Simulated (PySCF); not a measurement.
**Tl(SH)3: other functionals and bases at one geometry**

Aim: see how levels, charges and forces of Tl(SH)3 depend on the level of theory. The structure is generated, not taken from experiment.

The runs use PySCF 2.14.0; several levels, as the steps say, no spin–orbit coupling.

4 further runs of the same task are left out: 2 for a known fault of the program, 2 set aside as unsound or not needed.

### 1 The system as given

7 atoms, charge 0, spin multiplicity 1.

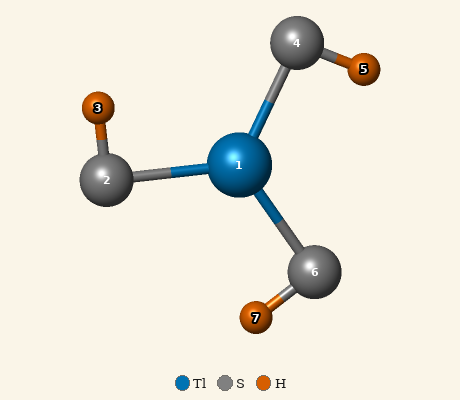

The structure; thallium blue, sulfur grey, hydrogen orange; atoms are numbered from 1 in the order of the file.

Geometry (Å):

```
atom    x (Å)    y (Å)   z (Å)
 Tl1   0.0000   0.0000  0.5189
  S2   2.4225  -0.5195  0.5182
  H3   2.7568   0.7922  0.5214
  S4  -0.7614   2.3577  0.5182
  H5  -2.0644   1.9914  0.5214
  S6  -1.6611  -1.8382  0.5182
  H7  -0.6924  -2.7835  0.5214
```

Formal oxidation states: Tl +3. An earlier session relaxed this geometry at r2SCAN, Tl def2-SVP with ECP60, S def2-SVP, H def2-SVP (singlet, point group C3h).

At r2SCAN on the finer grid: E = -1368.579361 Eh, HOMO -6.48 eV, LUMO -3.39 eV, Mulliken charge on Tl1 +0.42 e, largest force component 0.022 eV/Å. 

Levels to run: revPBE; wB97X; BP86; M06-L; r2SCAN, TZVP; r2SCAN, x2c-SVP. Hardware: 2 threads of Intel Xeon 6975P-C (Granite Rapids), shared host.

### 2 revPBE

File run.py (the lines that set the calculation):

```python
mol = gto.M(atom='''
Tl     0.00000     0.00000     0.51886
S      2.42252    -0.51947     0.51817
H      2.75680     0.79215     0.52144
S     -0.76138     2.35770     0.51817
H     -2.06443     1.99138     0.52143
S     -1.66114    -1.83823     0.51817
H     -0.69237    -2.78353     0.52143''',
    basis={'Tl': 'def2-SVP', 'S': 'def2-SVP', 'H': 'def2-SVP'},
    ecp={'Tl': 'def2-SVP'},
    charge=0, spin=0)
mf = dft.RKS(mol, xc='PBE_R,PBE')
mf.grids.atom_grid = (75, 302)
mf = mf.density_fit()  # fitting sets: Tl def2-universal-JKFIT, S def2-universal-JKFIT, H def2-universal-JKFIT
mf.conv_tol = 1e-08; mf.max_cycle = 55
mf.kernel(dm0)  # dm0: the density of the relaxed state
```

Run with:

```console
OMP_NUM_THREADS=2 python run.py
```

What it wrote:

```text
init E= -1368.43578270151
  HOMO = -0.225258198423498  LUMO = -0.124023065439916  gap/eV = 2.75475
cycle= 1 E= -1368.43740783263  delta_E= -0.00163  |g|= 0.0108  |ddm|= 0.177
  HOMO = -0.223634997297864  LUMO = -0.122303632390393  gap/eV = 2.75737
cycle= 2 E= -1368.43742380242  delta_E= -1.6e-05  |g|= 0.00804  |ddm|= 0.0247
  HOMO = -0.224054837536759  LUMO = -0.12270511930949  gap/eV = 2.75787
cycle= 3 E= -1368.43744602974  delta_E= -2.22e-05  |g|= 0.00121  |ddm|= 0.0104
  HOMO = -0.224172958139913  LUMO = -0.122787082296353  gap/eV = 2.75885
cycle= 4 E= -1368.43744628542  delta_E= -2.56e-07  |g|= 0.000836  |ddm|= 0.00287
  HOMO = -0.224151062627342  LUMO = -0.122796540459583  gap/eV = 2.75800
cycle= 5 E= -1368.43744651102  delta_E= -2.26e-07  |g|= 0.000184  |ddm|= 0.00161
  HOMO = -0.224144237318765  LUMO = -0.12278513201781  gap/eV = 2.75812
cycle= 6 E= -1368.43744652353  delta_E= -1.25e-08  |g|= 4.03e-05  |ddm|= 0.000336
  HOMO = -0.224148735426495  LUMO = -0.122785905450433  gap/eV = 2.75822
cycle= 7 E= -1368.43744652389  delta_E= -3.61e-10  |g|= 2.64e-05  |ddm|= 0.000103
  HOMO = -0.224144416016948  LUMO = -0.12278687530659  gap/eV = 2.75808
Extra cycle  E= -1368.43744652244  delta_E= 1.45e-09  |g|= 6.35e-05  |ddm|= 0.000156
converged SCF energy = -1368.43744652244
```

It took 4.2 s on 2 threads of Intel Xeon 6975P-C (Granite Rapids), shared host.

Result: E = -1368.437447 Eh, HOMO -6.10 eV, LUMO -3.34 eV, Mulliken charge on Tl1 +0.36 e, largest force component 0.396 eV/Å. 

### 3 wB97X

run.py (the lines that set the calculation), as its differences from that of step 2:

```diff
@@ -11,3 +11,3 @@
     charge=0, spin=0)
-mf = dft.RKS(mol, xc='PBE_R,PBE')
+mf = dft.RKS(mol, xc='WB97X')
 mf.grids.atom_grid = (75, 302)
```

Run with:

```console
OMP_NUM_THREADS=2 python run.py
```

What it wrote:

```text
init E= -1368.59088213802
  HOMO = -0.360588481115837  LUMO = -0.0308576848967132  gap/eV = 8.97243
cycle= 1 E= -1368.59768311482  delta_E= -0.0068  |g|= 0.0385  |ddm|= 0.321
  HOMO = -0.357215246647996  LUMO = -0.029052809119509  gap/eV = 8.92975
cycle= 2 E= -1368.59835191605  delta_E= -0.000669  |g|= 0.0226  |ddm|= 0.0936
  HOMO = -0.358972751766373  LUMO = -0.0274886566830878  gap/eV = 9.02014
cycle= 3 E= -1368.59853512678  delta_E= -0.000183  |g|= 0.00643  |ddm|= 0.046
  HOMO = -0.359147479227464  LUMO = -0.027244178150276  gap/eV = 9.03155
cycle= 4 E= -1368.59856351805  delta_E= -2.84e-05  |g|= 0.000777  |ddm|= 0.0205
  HOMO = -0.358977195156775  LUMO = -0.0269821079551172  gap/eV = 9.03405
cycle= 5 E= -1368.59856390459  delta_E= -3.87e-07  |g|= 0.000247  |ddm|= 0.00207
  HOMO = -0.359005119470853  LUMO = -0.0269960385564975  gap/eV = 9.03443
cycle= 6 E= -1368.59856395095  delta_E= -4.64e-08  |g|= 3.66e-05  |ddm|= 0.000784
  HOMO = -0.359005038664983  LUMO = -0.0269923317141807  gap/eV = 9.03453
cycle= 7 E= -1368.59856395242  delta_E= -1.46e-09  |g|= 1e-05  |ddm|= 0.000118
  HOMO = -0.359005116530727  LUMO = -0.0269926182929133  gap/eV = 9.03452
Extra cycle  E= -1368.5985639525  delta_E= -8.75e-11  |g|= 3.85e-06  |ddm|= 2.47e-05
converged SCF energy = -1368.5985639525
```

Run time: 4.7 s. Hardware: 2 threads of Intel Xeon 6975P-C (Granite Rapids), shared host.

It gives: E = -1368.598564 Eh, HOMO -9.77 eV, LUMO -0.73 eV, Mulliken charge on Tl1 +0.44 e, largest force component 0.464 eV/Å. 

### 4 BP86

run.py (the lines that set the calculation), as its differences from that of step 3:

```diff
@@ -11,3 +11,3 @@
     charge=0, spin=0)
-mf = dft.RKS(mol, xc='WB97X')
+mf = dft.RKS(mol, xc='B88,P86')
 mf.grids.atom_grid = (75, 302)
```

Run with:

```console
OMP_NUM_THREADS=2 python run.py
```

What it wrote:

```text
init E= -1368.85019812963
  HOMO = -0.230100329863398  LUMO = -0.131257503418711  gap/eV = 2.68965
cycle= 1 E= -1368.85276777425  delta_E= -0.00257  |g|= 0.0169  |ddm|= 0.235
  HOMO = -0.227652235042165  LUMO = -0.127858737705023  gap/eV = 2.71552
cycle= 2 E= -1368.85275389994  delta_E= 1.39e-05  |g|= 0.017  |ddm|= 0.0558
  HOMO = -0.228386488069293  LUMO = -0.129310819070183  gap/eV = 2.69599
cycle= 3 E= -1368.85284968797  delta_E= -9.58e-05  |g|= 0.00735  |ddm|= 0.0366
  HOMO = -0.228673207244759  LUMO = -0.129294814155842  gap/eV = 2.70422
cycle= 4 E= -1368.85286609929  delta_E= -1.64e-05  |g|= 0.00127  |ddm|= 0.0134
  HOMO = -0.22860925721587  LUMO = -0.129293708849037  gap/eV = 2.70251
cycle= 5 E= -1368.85286674156  delta_E= -6.42e-07  |g|= 0.00026  |ddm|= 0.0024
  HOMO = -0.22863167827725  LUMO = -0.129317377392283  gap/eV = 2.70248
cycle= 6 E= -1368.85286676356  delta_E= -2.2e-08  |g|= 6.33e-05  |ddm|= 0.000407
  HOMO = -0.228634275127189  LUMO = -0.129314931004531  gap/eV = 2.70262
cycle= 7 E= -1368.85286673536  delta_E= 2.82e-08  |g|= 3.94e-05  |ddm|= 0.000156
  HOMO = -0.228633222577605  LUMO = -0.129314278941344  gap/eV = 2.70261
cycle= 8 E= -1368.85286673601  delta_E= -6.59e-10  |g|= 3.26e-06  |ddm|= 7.19e-05
  HOMO = -0.228633527228503  LUMO = -0.129314181238072  gap/eV = 2.70262
Extra cycle  E= -1368.852866736  delta_E= 1.27e-11  |g|= 5.75e-06  |ddm|= 1.42e-05
converged SCF energy = -1368.852866736
```

Run time: 4.4 s. Hardware: 2 threads of Intel Xeon 6975P-C (Granite Rapids), shared host.

Read off: E = -1368.852867 Eh, HOMO -6.22 eV, LUMO -3.52 eV, Mulliken charge on Tl1 +0.32 e, largest force component 0.342 eV/Å. 

### 5 M06-L

run.py (the lines that set the calculation), as its differences from that of step 4:

```diff
@@ -11,3 +11,3 @@
     charge=0, spin=0)
-mf = dft.RKS(mol, xc='B88,P86')
+mf = dft.RKS(mol, xc='M06L')
 mf.grids.atom_grid = (75, 302)
```

Run with:

```console
OMP_NUM_THREADS=2 python run.py
```

What it wrote:

```text
init E= -1368.69595681823
  HOMO = -0.238769363220821  LUMO = -0.122940259562833  gap/eV = 3.15187
cycle= 1 E= -1368.69793683186  delta_E= -0.00198  |g|= 0.0528  |ddm|= 0.251
  HOMO = -0.231611517590622  LUMO = -0.122103675248498  gap/eV = 2.97986
cycle= 2 E= -1368.69618513447  delta_E= 0.00175  |g|= 0.0868  |ddm|= 0.233
  HOMO = -0.23470482977359  LUMO = -0.121005772547063  gap/eV = 3.09391
cycle= 3 E= -1368.69895130187  delta_E= -0.00277  |g|= 0.0084  |ddm|= 0.154
  HOMO = -0.235487269673417  LUMO = -0.122058716129512  gap/eV = 3.08655
cycle= 4 E= -1368.69896881226  delta_E= -1.75e-05  |g|= 0.00109  |ddm|= 0.0143
  HOMO = -0.235335834293547  LUMO = -0.12188041425829  gap/eV = 3.08728
cycle= 5 E= -1368.69896921453  delta_E= -4.02e-07  |g|= 0.000239  |ddm|= 0.00211
  HOMO = -0.235342808419776  LUMO = -0.121887278924444  gap/eV = 3.08728
cycle= 6 E= -1368.69896923475  delta_E= -2.02e-08  |g|= 6.91e-05  |ddm|= 0.0004
  HOMO = -0.235336708578306  LUMO = -0.121886625670344  gap/eV = 3.08713
cycle= 7 E= -1368.69896923612  delta_E= -1.36e-09  |g|= 2.99e-05  |ddm|= 0.000128
  HOMO = -0.235343531124406  LUMO = -0.121886687924663  gap/eV = 3.08732
Extra cycle  E= -1368.69896923481  delta_E= 1.31e-09  |g|= 6.21e-05  |ddm|= 0.000165
converged SCF energy = -1368.69896923481
```

Run time: 5.8 s. Hardware: 2 threads of Intel Xeon 6975P-C (Granite Rapids), shared host.

It gives: E = -1368.698969 Eh, HOMO -6.40 eV, LUMO -3.32 eV, Mulliken charge on Tl1 +0.62 e, largest force component 0.217 eV/Å. 

### 6 r2SCAN, TZVP

Basis: Tl def2-TZVP with ECP60, S def2-TZVP, H def2-TZVP. 

run.py (the lines that set the calculation), as its differences from that of step 5:

```diff
@@ -8,6 +8,6 @@
 H     -0.69237    -2.78353     0.52143''',
-    basis={'Tl': 'def2-SVP', 'S': 'def2-SVP', 'H': 'def2-SVP'},
-    ecp={'Tl': 'def2-SVP'},
+    basis={'Tl': 'def2-TZVP', 'S': 'def2-TZVP', 'H': 'def2-TZVP'},
+    ecp={'Tl': 'def2-TZVP'},
     charge=0, spin=0)
-mf = dft.RKS(mol, xc='M06L')
+mf = dft.RKS(mol, xc='R2SCAN')
 mf.grids.atom_grid = (75, 302)
@@ -15,2 +15,2 @@
 mf.conv_tol = 1e-08; mf.max_cycle = 55
-mf.kernel(dm0)  # dm0: the density of the relaxed state
+mf.kernel(dm0)  # dm0: free metal ions and neutral atoms
```

Run with:

```console
OMP_NUM_THREADS=2 python run.py
```

What it wrote:

```text
init E= -1382.29433625533
  HOMO = -0.227663871544849  LUMO = -0.119031497272422  gap/eV = 2.95604
cycle= 1 E= -1368.81159374844  delta_E= 13.5  |g|=  1.5  |ddm|= 2.62
  HOMO = -0.296701648448661  LUMO = -0.134095981673937  gap/eV = 4.42473
cycle= 2 E= -1368.63630595557  delta_E= 0.175  |g|= 1.27  |ddm|= 2.17
  HOMO = -0.233399650428606  LUMO = -0.137702577358784  gap/eV = 2.60405
cycle= 3 E= -1368.88947263434  delta_E= -0.253  |g|= 0.592  |ddm|=  2.1
  HOMO = -0.238156062684927  LUMO = -0.122720026236901  gap/eV = 3.14117
cycle= 4 E= -1368.9980695319  delta_E= -0.109  |g|= 0.0459  |ddm|= 0.852
  HOMO = -0.246316277951794  LUMO = -0.132298602722216  gap/eV = 3.10258
cycle= 5 E= -1368.9984609896  delta_E= -0.000391  |g|= 0.025  |ddm|= 0.091
  HOMO = -0.243671014251253  LUMO = -0.129523831982256  gap/eV = 3.10610
cycle= 6 E= -1368.99864442874  delta_E= -0.000183  |g|= 0.0046  |ddm|= 0.0296
  HOMO = -0.243659095863648  LUMO = -0.129413858407085  gap/eV = 3.10877
cycle= 7 E= -1368.99865051875  delta_E= -6.09e-06  |g|= 0.000561  |ddm|= 0.00439
  HOMO = -0.243695561940723  LUMO = -0.12939854529316  gap/eV = 3.11018
cycle= 8 E= -1368.99865061289  delta_E= -9.41e-08  |g|= 0.000193  |ddm|= 0.00105
  HOMO = -0.243692077068347  LUMO = -0.129409582262599  gap/eV = 3.10979
cycle= 9 E= -1368.99865062624  delta_E= -1.33e-08  |g|= 5.93e-05  |ddm|= 0.000332
  HOMO = -0.243697571089749  LUMO = -0.12941074408763  gap/eV = 3.10990
cycle= 10 E= -1368.99865062742  delta_E= -1.18e-09  |g|= 1.62e-05  |ddm|= 9.45e-05
  HOMO = -0.243695048055145  LUMO = -0.129411523380362  gap/eV = 3.10981
Extra cycle  E= -1368.99865062706  delta_E= 3.63e-10  |g|= 3.51e-05  |ddm|= 6.64e-05
converged SCF energy = -1368.99865062706
```

Wall time 15 s (2 threads of Intel Xeon 6975P-C (Granite Rapids), shared host).

It gives: E = -1368.998651 Eh, HOMO -6.63 eV, LUMO -3.52 eV, Mulliken charge on Tl1 +0.66 e, largest force component 0.382 eV/Å. 

### 7 r2SCAN, x2c-SVP

Basis: Tl x2c-SVPall, S x2c-SVPall, H x2c-SVPall. All electrons are treated, with the spin-free X2C Hamiltonian.

File run.py (the lines that set the calculation):

```python
mol = gto.M(atom='''
Tl     0.00000     0.00000     0.51886
S      2.42252    -0.51947     0.51817
H      2.75680     0.79215     0.52144
S     -0.76138     2.35770     0.51817
H     -2.06443     1.99138     0.52143
S     -1.66114    -1.83823     0.51817
H     -0.69237    -2.78353     0.52143''',
    basis={'Tl': 'x2c-SVPall', 'S': 'x2c-SVPall', 'H': 'x2c-SVPall'},
    nucmod='G',
    charge=0, spin=0)
mf = dft.RKS(mol, xc='R2SCAN')
mf.grids.atom_grid = (99, 590)
mf = mf.density_fit()  # fitting sets: Tl AutoAux, S AutoAux, H AutoAux
mf = mf.sfx2c1e()
mf.conv_tol = 1e-08; mf.max_cycle = 55
mf.kernel(dm0)  # dm0: free metal ions and neutral atoms
```

Run with:

```console
OMP_NUM_THREADS=2 python run.py
```

What it wrote:

```text
init E= -21461.6432363495
  HOMO = -0.216544897216694  LUMO = -0.107364679678509  gap/eV = 2.97095
cycle= 1 E= -21447.3975873607  delta_E= 14.2  |g|= 0.878  |ddm|= 3.26
  HOMO = -0.294290431841533  LUMO = -0.1362766321429  gap/eV = 4.29977
cycle= 2 E= -21447.2719959961  delta_E= 0.126  |g|= 0.907  |ddm|= 2.56
  HOMO = -0.236122109260207  LUMO = -0.13667691780918  gap/eV = 2.70604
cycle= 3 E= -21447.5124310685  delta_E= -0.24  |g|= 0.312  |ddm|= 2.02
  HOMO = -0.232457253176037  LUMO = -0.12013474347424  gap/eV = 3.05645
cycle= 4 E= -21447.5413373568  delta_E= -0.0289  |g|= 0.044  |ddm|= 0.585
  HOMO = -0.238566120074035  LUMO = -0.126776228589976  gap/eV = 3.04196
cycle= 5 E= -21447.5417689531  delta_E= -0.000432  |g|= 0.00922  |ddm|= 0.0753
  HOMO = -0.237716165841728  LUMO = -0.125973321253099  gap/eV = 3.04068
cycle= 6 E= -21447.5417962292  delta_E= -2.73e-05  |g|= 0.00305  |ddm|= 0.0155
  HOMO = -0.237721209641085  LUMO = -0.126018842957712  gap/eV = 3.03958
cycle= 7 E= -21447.5417996472  delta_E= -3.42e-06  |g|= 0.000134  |ddm|= 0.00427
  HOMO = -0.237716212212968  LUMO = -0.125999233344708  gap/eV = 3.03997
cycle= 8 E= -21447.5417996545  delta_E= -7.28e-09  |g|= 2.69e-05  |ddm|= 0.000341
  HOMO = -0.237719190739808  LUMO = -0.126005769232234  gap/eV = 3.03988
Extra cycle  E= -21447.5417996541  delta_E= 4.55e-10  |g|= 4.61e-05  |ddm|= 0.00014
converged SCF energy = -21447.5417996541
```

Run time: 30 s. Hardware: 2 threads of Intel Xeon 6975P-C (Granite Rapids), shared host.

Result: E = -21447.541800 Eh, HOMO -6.47 eV, LUMO -3.43 eV, Mulliken charge on Tl1 +0.56 e, largest force component 0.189 eV/Å. 

### 8 All levels side by side

| level | state | HOMO (eV) | gap (eV) | charge on Tl1 (e) | dipole (D) | largest force (eV/Å) | basis functions | time |
| --- | --- | --- | --- | --- | --- | --- | --- | --- |
| r2SCAN (relaxed here) | singlet | -6.48 | 3.09 | 0.42 | 0.01 | 0.02 | 95 | 25 s |
| revPBE | singlet | -6.10 | 2.76 | 0.36 | 0.01 | 0.40 | 95 | 4.2 s |
| wB97X | singlet | -9.77 | 9.03 | 0.44 | 0.01 | 0.46 | 95 | 4.7 s |
| BP86 | singlet | -6.22 | 2.70 | 0.32 | 0.01 | 0.34 | 95 | 4.4 s |
| M06-L | singlet | -6.40 | 3.09 | 0.62 | 0.01 | 0.22 | 95 | 5.8 s |
| r2SCAN, TZVP | singlet | -6.63 | 3.11 | 0.66 | 0.01 | 0.38 | 179 | 15 s |
| r2SCAN, x2c-SVP | singlet | -6.47 | 3.04 | 0.56 | 0.01 | 0.19 | 131 | 30 s |

Times are on 2 threads of Intel Xeon 6975P-C (Granite Rapids), shared host; the first row also made further properties.

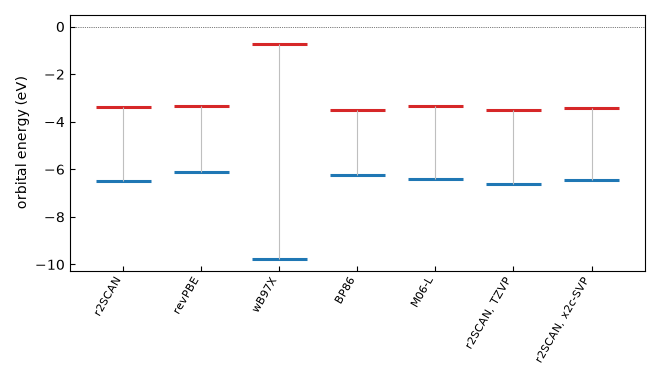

Highest filled and lowest empty level, method by method.

In one basis the HOMO–LUMO gap runs from 2.70 eV (BP86) to 9.03 eV (wB97X). The largest leftover force, 0.46 eV/Å with wB97X, stands at a geometry relaxed at another level. The Mulliken charge on Tl spans +0.32 to +0.66 e over the levels. Total energies of different levels can't be compared. Spin–orbit coupling is left out throughout.
